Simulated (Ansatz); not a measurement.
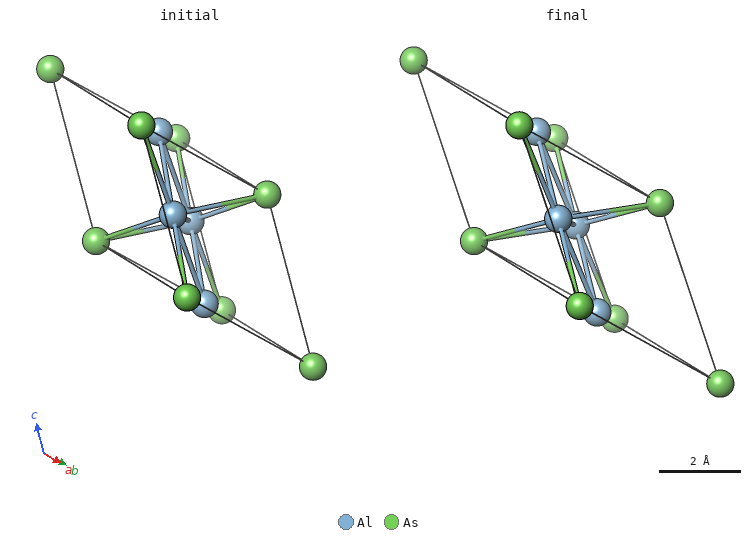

The structure of solid Al$_{3}$As (a generated structure, set up in I4/mmm) (coarse preliminary run) before (left) and after (right) a relaxation, at one scale.

The picture is a ball-and-stick view of the cell of the calculation, seen from a free direction.

Method: DFT PBE, scalar-relativistic, plane waves, PAW in Ansatz 0.2.0. Settings: plane-wave cutoff 420 eV; k-point mesh 6 × 6 × 6; occupations gaussian; smearing width 0.1 eV; no spin polarisation; cell and atoms relaxed; force threshold 0.04 eV/Å; at most 70 steps.

> What changed between the two?

Over 4 accepted moves (5 points after the start) the energy falls by 86.3 meV per atom. All forces vanish by symmetry, so only the cell relaxes. Pressure: 12.50 GPa at the start and 0.32 GPa at the end. The SCF was repeated once at an unchanged geometry on a basis and grid sized afresh for the cell, which shifted the energy by 2.5 meV per atom at most. No atom moves by more than 0.005 Å relative to the cell. Cell: a = b = c 4.441 → 4.753 Å (+7.0 %), α 120.2° → 124.4°, β 120.2° → 124.4°, γ 89.7° → 82.5°. Volume +13.6 %. Among the contacts that change: Al–Al 2.717 → 2.846 Å, Al–As 2.717 → 2.846 Å. The space group stays I4/mmm (No. 139). Cost: 13 s on 1 thread of Arm Neoverse V2 (shared host), peak memory 0.35 GiB.
